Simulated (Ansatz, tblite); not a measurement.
# Sn22H30 ring rod (Sn21SbH30): charged states by level of theory

What does removing or adding an electron cost or gain for Sn22H30 ring rod (Sn21SbH30)? Each charged state is run at several levels.

The runs use Ansatz 0.2.0, Gaussian basis; as each input shows.

Plan: charge +1 singlet, at the geometry of the doublet (PBE0-D4/def2-TZVP, PBE-D4/def2-TZVP, BHLYP-D4/def2-TZVP); charge -1 singlet, at the geometry of the doublet (PBE0-D4/def2-TZVP, PBE-D4/def2-TZVP, BHLYP-D4/def2-TZVP); the starting doublet's energies come from earlier runs.

2 further runs of the same task are left out: 1 for a known fault of the program, 1 set aside as unsound or not needed.

### 1 The geometry

The doublet was relaxed beforehand with PBE-D4/def2-SVP.

52 atoms, charge 0, spin multiplicity 2.

Atoms are counted from 1 here; the program's logs count them from 0.

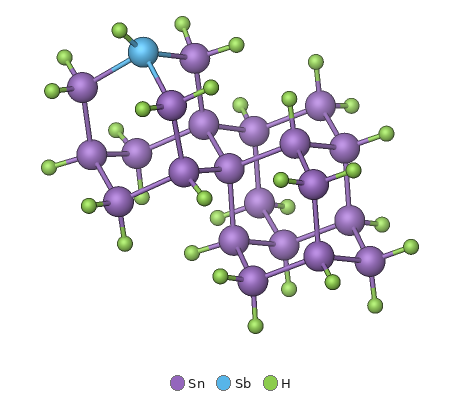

The geometry (tin purple, antimony blue, hydrogen green).

Sb, Sn take a core potential in the def2 sets. No spin-orbit coupling is included.

### 2 Charge +1 singlet at the fixed geometry, PBE0-D4/def2-TZVP

Contents of in.yaml:

```yaml
crystal:
  periodic: [false, false, false]
  atoms:
    - {symbol: Sn, position_ang: [-3.636310, -0.454953, -2.806419]}
    - {symbol: Sn, position_ang: [-3.629355, -0.325551, 3.054687]}
    - {symbol: Sn, position_ang: [-0.565642, -0.556255, -6.226957]}
    - {symbol: Sn, position_ang: [-0.296679, -3.659823, -2.858231]}
    - {symbol: Sn, position_ang: [-0.131844, -0.198675, 0.095423]}
    - {symbol: Sn, position_ang: [2.946287, -0.262110, -3.255626]}
    - {symbol: Sn, position_ang: [-0.523483, -3.696730, 3.250856]}
    - {symbol: Sn, position_ang: [-0.559007, -0.661895, 6.408485]}
    - {symbol: Sn, position_ang: [2.855710, -0.492839, 3.319806]}
    - {symbol: Sn, position_ang: [-0.407075, 2.942543, -3.214032]}
    - {symbol: Sn, position_ang: [2.971607, 3.093464, -0.080685]}
    - {symbol: Sn, position_ang: [-0.311509, 2.900014, 3.302388]}
    - {symbol: Sn, position_ang: [-2.065414, -2.134603, -4.434239]}
    - {symbol: Sn, position_ang: [-1.859945, -1.900117, 1.539930]}
    - {symbol: Sn, position_ang: [-1.918151, 1.332105, -1.462824]}
    - {symbol: Sn, position_ang: [-1.974146, 1.160253, 4.779620]}
    - {symbol: Sn, position_ang: [1.132318, 1.217553, -4.832520]}
    - {symbol: Sn, position_ang: [1.443184, -1.893981, -1.516503]}
    - {symbol: Sn, position_ang: [1.509446, 1.435180, 1.719716]}
    - {symbol: Sn, position_ang: [4.580217, 1.434721, -1.703227]}
    - {symbol: Sb, position_ang: [1.209092, -2.493931, 5.152000]}
    - {symbol: Sn, position_ang: [1.213059, 4.648924, -1.656818]}
    - {symbol: H, position_ang: [-4.802006, 0.394988, -3.774721]}
    - {symbol: H, position_ang: [-4.519471, -1.396494, -1.643611]}
    - {symbol: H, position_ang: [-4.535654, 0.733961, 2.018724]}
    - {symbol: H, position_ang: [-4.765699, -1.280297, 3.958281]}
    - {symbol: H, position_ang: [-1.635192, 0.342192, -7.261877]}
    - {symbol: H, position_ang: [0.390025, -1.583985, -7.253648]}
    - {symbol: H, position_ang: [-1.179725, -4.597086, -1.691429]}
    - {symbol: H, position_ang: [0.585919, -4.775640, -3.856444]}
    - {symbol: H, position_ang: [3.932831, -1.240359, -4.311321]}
    - {symbol: H, position_ang: [-1.640620, -4.692094, 4.134944]}
    - {symbol: H, position_ang: [0.503197, -4.761417, 2.337099]}
    - {symbol: H, position_ang: [-1.681023, -1.603045, 7.344863]}
    - {symbol: H, position_ang: [0.451520, 0.191607, 7.537835]}
    - {symbol: H, position_ang: [3.772424, -1.538903, 2.250340]}
    - {symbol: H, position_ang: [4.070187, 0.229601, 4.358112]}
    - {symbol: H, position_ang: [-1.458024, 3.885290, -4.238875]}
    - {symbol: H, position_ang: [4.009138, 4.153890, 0.841815]}
    - {symbol: H, position_ang: [-1.340765, 3.865789, 2.285478]}
    - {symbol: H, position_ang: [0.494442, 3.990494, 4.390744]}
    - {symbol: H, position_ang: [-3.099424, -3.198464, -5.350138]}
    - {symbol: H, position_ang: [-2.735368, -2.886302, 0.394038]}
    - {symbol: H, position_ang: [-2.833099, 2.338144, -0.369283]}
    - {symbol: H, position_ang: [-2.941857, 2.085718, 5.902020]}
    - {symbol: H, position_ang: [2.031890, 2.172191, -5.981996]}
    - {symbol: H, position_ang: [2.511555, -2.780529, -0.461353]}
    - {symbol: H, position_ang: [5.623825, 0.475756, -0.696447]}
    - {symbol: H, position_ang: [5.601782, 2.395123, -2.732657]}
    - {symbol: H, position_ang: [0.971765, -3.765043, 6.368691]}
    - {symbol: H, position_ang: [0.203598, 5.604019, -0.611095]}
    - {symbol: H, position_ang: [2.096071, 5.757199, -2.667218]}
basis:
  gaussian: {orbitals: def2-TZVP, fitting: {mean_field: def2-universal-jkfit}}
total_charge: 1
hamiltonian: {xc: pbe0, dispersion: d4}
scf: {omitted_lower_state_checks: [starts]}
output: {orbitals: {seedname: orbitals}}
```

Command:

```
ansatz run in.yaml --threads 11 --pin off --events-out ev --progress --plain --max-ram 120832MiB --backend cuda --devices 0, --max-vram 75GiB
```

Output:

```text
Functional definition: PBE0
  name "PBE0"
  cite "Adamo & Barone, J. Chem. Phys. 110, 6158 (1999) doi:10.1063/1.478522"
  cite "Perdew, Burke & Ernzerhof, Phys. Rev. Lett. 77, 3865 (1996) doi:10.1103/PhysRevLett.77.3865"
  parent pbe
  parameter a = 0.25
  parameter kappa = 0.804
  parameter beta = 0.06672455060314922
  exchange = (1 - a)*pbe_x(kappa = kappa, mu = beta*pi^2/3) + a*exact_x
  correlation = pbe_c(beta = beta)
these checks for a lower state are left out or cut short: starts
5336 factors; integrals over basis functions are off by at most 6.9e-1 eV
mean field evaluation 1: about -129495.0977 eV, gradient 3.6e1 eV
mean field evaluation 2: about -129472.7255 eV, gradient 7.8e1 eV
mean field evaluation 4: about -129498.4400 eV, gradient 8.2e0 eV
mean field evaluation 8: about -129498.7056 eV, gradient 7.7e-1 eV
mean field evaluation 16: about -129498.6936 eV, gradient 2.0e-3 eV
mean field -129498.69361785 eV, -4758.9892130889 hartree, gradient 2.8e-5 eV, S^2 0.000000; 0 other end points of the search recorded, 0 dependent functions left out
reference -129498.69375561 eV, -4758.9892181513 hartree; 257, 257 occupied and 1023, 1023 virtual orbitals, 5336 factors
Total energy: -129502.25479231 eV, -4759.1200838365 hartree
Checks for a lower state left out: starts
```

It took 11 s on 1 × H100 with 11 threads of AMD EPYC 7R13, shared host.

From the report: HOMO -8.82 eV, LUMO -6.87 eV.

### 3 Charge +1 singlet at the fixed geometry, PBE-D4/def2-TZVP

start.molden holds the orbitals of an earlier run on this state, given as this run's starting guess.

in.yaml: that of step 2 with these lines changed.

```diff
@@ -56,5 +56,5 @@
 basis:
-  gaussian: {orbitals: def2-TZVP, fitting: {mean_field: def2-universal-jkfit}}
+  gaussian: {orbitals: def2-TZVP, fitting: {mean_field: def2-universal-jkfit}, initial_orbitals: start.molden}
 total_charge: 1
-hamiltonian: {xc: pbe0, dispersion: d4}
+hamiltonian: {xc: pbe, dispersion: d4}
 scf: {omitted_lower_state_checks: [starts]}
```

The command is unchanged.

Output:

```text
Functional definition: PBE
  name "PBE"
  cite "Perdew, Burke & Ernzerhof, Phys. Rev. Lett. 77, 3865 (1996) doi:10.1103/PhysRevLett.77.3865"
  parent pbe
  parameter kappa = 0.804
  parameter beta = 0.06672455060314922
  exchange = pbe_x(kappa = kappa, mu = beta*pi^2/3)
  correlation = pbe_c(beta = beta)
these checks for a lower state are left out or cut short: starts
5336 factors; integrals over basis functions are off by at most 6.9e-1 eV
mean field evaluation 1: about -129491.0147 eV, gradient 1.9e1 eV
mean field evaluation 2: about -129491.9213 eV, gradient 8.7e-1 eV
mean field evaluation 4: about -129491.9127 eV, gradient 1.0e-1 eV
mean field evaluation 8: about -129491.9127 eV, gradient 2.3e-5 eV
mean field -129491.91271526 eV, -4758.7400195149 hartree, gradient 2.3e-5 eV, S^2 0.000000; 0 other end points of the search recorded, 0 dependent functions left out
reference -129491.91290053 eV, -4758.7400263233 hartree; 257, 257 occupied and 1023, 1023 virtual orbitals, 5336 factors
Total energy: -129495.73280303 eV, -4758.8804051512 hartree
Checks for a lower state left out: starts
```

It took 7 s on 1 × H100 with 11 threads of AMD EPYC 7R13, shared host.

HOMO -8.03 eV, LUMO -7.33 eV.

### 4 Charge +1 singlet at the fixed geometry, BHLYP-D4/def2-TZVP

in.yaml: that of step 3 with these lines changed.

```diff
@@ -58,3 +58,3 @@
 total_charge: 1
-hamiltonian: {xc: pbe, dispersion: d4}
+hamiltonian: {xc: {name: BHLYP}, dispersion: d4}
 scf: {omitted_lower_state_checks: [starts]}
```

Launched as before.

Output:

```text
Functional definition: BHLYP
  name "BHLYP"
  cite "Becke, J. Chem. Phys. 98, 1372 (1993) doi:10.1063/1.464304"
  cite "Becke, Phys. Rev. A 38, 3098 (1988) doi:10.1103/PhysRevA.38.3098"
  cite "Lee, Yang & Parr, Phys. Rev. B 37, 785 (1988) doi:10.1103/PhysRevB.37.785"
  parameter a = 0.5
  exchange = (1 - a)*b88_x + a*exact_x
  correlation = lyp_c
these checks for a lower state are left out or cut short: starts
5336 factors; integrals over basis functions are off by at most 6.9e-1 eV
mean field evaluation 1: about -129450.1987 eV, gradient 1.7e1 eV
mean field evaluation 2: about -129450.8403 eV, gradient 6.9e-1 eV
mean field evaluation 4: about -129450.8333 eV, gradient 5.8e-3 eV
mean field -129450.83334562 eV, -4757.2303805254 hartree, gradient 2.3e-5 eV, S^2 0.000000; 0 other end points of the search recorded, 0 dependent functions left out
reference -129450.83397416 eV, -4757.2304036235 hartree; 257, 257 occupied and 1023, 1023 virtual orbitals, 5336 factors
Total energy: -129457.71345521 eV, -4757.4832198891 hartree
Checks for a lower state left out: starts
```

Wall time 11 s (1 × H100 with 11 threads of AMD EPYC 7R13, shared host).

From the report: HOMO -9.50 eV, LUMO -6.22 eV.

### 5 Vertical ionisation energy

Charged state less starting state, doublet to singlet; the starting state's energies are those of its earlier runs.

```
             level  vertical ionisation energy (eV)  time
  PBE-D4/def2-TZVP                            +5.98  19 s
 PBE0-D4/def2-TZVP                            +6.08  36 s
BHLYP-D4/def2-TZVP                            +6.07  31 s
```

Times add the two runs; a level without a time comes out of a correlated run.

Beside −ε(HOMO) of the starting state (over both spins):

```
             level  −ε(HOMO) (eV)  by difference (eV)  mismatch (eV)
  PBE-D4/def2-TZVP           4.49                5.98          -1.49
 PBE0-D4/def2-TZVP           5.16                6.08          -0.92
BHLYP-D4/def2-TZVP           5.75                6.07          -0.33
```

### 6 Charge -1 singlet at the fixed geometry, PBE0-D4/def2-TZVP

in.yaml: that of step 4 with these lines changed.

```diff
@@ -56,5 +56,5 @@
 basis:
-  gaussian: {orbitals: def2-TZVP, fitting: {mean_field: def2-universal-jkfit}, initial_orbitals: start.molden}
-total_charge: 1
-hamiltonian: {xc: {name: BHLYP}, dispersion: d4}
+  gaussian: {orbitals: def2-TZVP, fitting: {mean_field: def2-universal-jkfit}}
+total_charge: -1
+hamiltonian: {xc: pbe0, dispersion: d4}
 scf: {omitted_lower_state_checks: [starts]}
```

Same command.

Output, shortened:

```text
Functional definition: PBE0
  name "PBE0"
  cite "Adamo & Barone, J. Chem. Phys. 110, 6158 (1999) doi:10.1063/1.478522"
  cite "Perdew, Burke & Ernzerhof, Phys. Rev. Lett. 77, 3865 (1996) doi:10.1103/PhysRevLett.77.3865"
  parent pbe
[...]
5336 factors; integrals over basis functions are off by at most 6.9e-1 eV
[...]
mean field -129507.28875356 eV, -4759.3050785000 hartree, gradient 7.1e-5 eV, S^2 0.000000; 0 other end points of the search recorded, 0 dependent functions left out
reference -129507.28889025 eV, -4759.3050835235 hartree; 258, 258 occupied and 1022, 1022 virtual orbitals, 5336 factors
Total energy: -129510.96285997 eV, -4759.4400994202 hartree
Checks for a lower state left out: starts
```

Wall time 11 s (1 × H100 with 11 threads of AMD EPYC 7R13, shared host).

From the report: HOMO -1.76 eV, LUMO 0.11 eV.

### 7 Charge -1 singlet at the fixed geometry, PBE-D4/def2-TZVP

in.yaml: that of step 6 with these lines changed.

```diff
@@ -56,5 +56,5 @@
 basis:
-  gaussian: {orbitals: def2-TZVP, fitting: {mean_field: def2-universal-jkfit}}
+  gaussian: {orbitals: def2-TZVP, fitting: {mean_field: def2-universal-jkfit}, initial_orbitals: start.molden}
 total_charge: -1
-hamiltonian: {xc: pbe0, dispersion: d4}
+hamiltonian: {xc: pbe, dispersion: d4}
 scf: {omitted_lower_state_checks: [starts]}
```

Same command.

Output:

```text
Functional definition: PBE
  name "PBE"
  cite "Perdew, Burke & Ernzerhof, Phys. Rev. Lett. 77, 3865 (1996) doi:10.1103/PhysRevLett.77.3865"
  parent pbe
  parameter kappa = 0.804
  parameter beta = 0.06672455060314922
  exchange = pbe_x(kappa = kappa, mu = beta*pi^2/3)
  correlation = pbe_c(beta = beta)
these checks for a lower state are left out or cut short: starts
5336 factors; integrals over basis functions are off by at most 6.9e-1 eV
mean field evaluation 1: about -129499.6218 eV, gradient 1.9e1 eV
mean field evaluation 2: about -129500.5206 eV, gradient 8.9e-1 eV
mean field evaluation 4: about -129500.5123 eV, gradient 1.0e-1 eV
mean field evaluation 8: about -129500.5124 eV, gradient 1.3e-5 eV
mean field -129500.51238307 eV, -4759.0560514778 hartree, gradient 1.3e-5 eV, S^2 0.000000; 0 other end points of the search recorded, 0 dependent functions left out
reference -129500.51256323 eV, -4759.0560580988 hartree; 258, 258 occupied and 1022, 1022 virtual orbitals, 5336 factors
Total energy: -129504.45521670 eV, -4759.2009479414 hartree
Checks for a lower state left out: starts
```

Wall time 7.5 s (1 × H100 with 11 threads of AMD EPYC 7R13, shared host).

Report: HOMO -1.33 eV, LUMO -0.64 eV.

### 8 Charge -1 singlet at the fixed geometry, BHLYP-D4/def2-TZVP

in.yaml: that of step 7 with these lines changed.

```diff
@@ -58,3 +58,3 @@
 total_charge: -1
-hamiltonian: {xc: pbe, dispersion: d4}
+hamiltonian: {xc: {name: BHLYP}, dispersion: d4}
 scf: {omitted_lower_state_checks: [starts]}
```

Launched as before.

Output:

```text
Functional definition: BHLYP
  name "BHLYP"
  cite "Becke, J. Chem. Phys. 98, 1372 (1993) doi:10.1063/1.464304"
  cite "Becke, Phys. Rev. A 38, 3098 (1988) doi:10.1103/PhysRevA.38.3098"
  cite "Lee, Yang & Parr, Phys. Rev. B 37, 785 (1988) doi:10.1103/PhysRevB.37.785"
  parameter a = 0.5
  exchange = (1 - a)*b88_x + a*exact_x
  correlation = lyp_c
these checks for a lower state are left out or cut short: starts
5336 factors; integrals over basis functions are off by at most 6.9e-1 eV
mean field evaluation 1: about -129458.5962 eV, gradient 1.7e1 eV
mean field evaluation 2: about -129459.2420 eV, gradient 7.0e-1 eV
mean field evaluation 4: about -129459.2354 eV, gradient 8.9e-3 eV
mean field -129459.23541779 eV, -4757.5391509823 hartree, gradient 2.3e-5 eV, S^2 0.000000; 0 other end points of the search recorded, 0 dependent functions left out
reference -129459.23604740 eV, -4757.5391741201 hartree; 258, 258 occupied and 1022, 1022 virtual orbitals, 5336 factors
Total energy: -129466.28571321 eV, -4757.7982445600 hartree
Checks for a lower state left out: starts
```

Wall time 12 s (1 × H100 with 11 threads of AMD EPYC 7R13, shared host).

From the report: HOMO -2.20 eV, LUMO 0.88 eV.

### 9 Vertical electron affinity

Starting state less charged state (positive: the electron is bound), doublet to singlet; the starting state's energies are those of its earlier runs.

```
             level  vertical electron affinity (eV)  time
  PBE-D4/def2-TZVP                            +2.74  20 s
 PBE0-D4/def2-TZVP                            +2.63  36 s
BHLYP-D4/def2-TZVP                            +2.50  32 s
```

Times add the two runs; a level without a time comes out of a correlated run.

Beside −ε(LUMO) of the starting state (over both spins):

```
             level  −ε(LUMO) (eV)  by difference (eV)  mismatch (eV)
  PBE-D4/def2-TZVP           4.05                2.74          +1.31
 PBE0-D4/def2-TZVP           3.39                2.63          +0.76
BHLYP-D4/def2-TZVP           2.65                2.50          +0.16
```

### 10 Results

| quantity | value |
| --- | --- |
| vertical ionisation energy, functionals in def2-TZVP | 5.98 (PBE-D4) to 6.08 eV (PBE0-D4) |
| vertical electron affinity, functionals in def2-TZVP | 2.50 (BHLYP-D4) to 2.74 eV (PBE-D4) |

**Reading.** The vertical ionisation energy spans 5.98 to 6.08 eV over the functionals. −ε(HOMO) misses the level's own difference by -0.33 eV at best (BHLYP-D4) and -1.49 eV at worst (PBE-D4). The vertical electron affinity spans 2.50 to 2.74 eV over the functionals. −ε(LUMO) misses the level's own difference by +0.16 eV at best (BHLYP-D4) and +1.31 eV at worst (PBE-D4). The charged states' spins were chosen beforehand and needn't be their lowest.
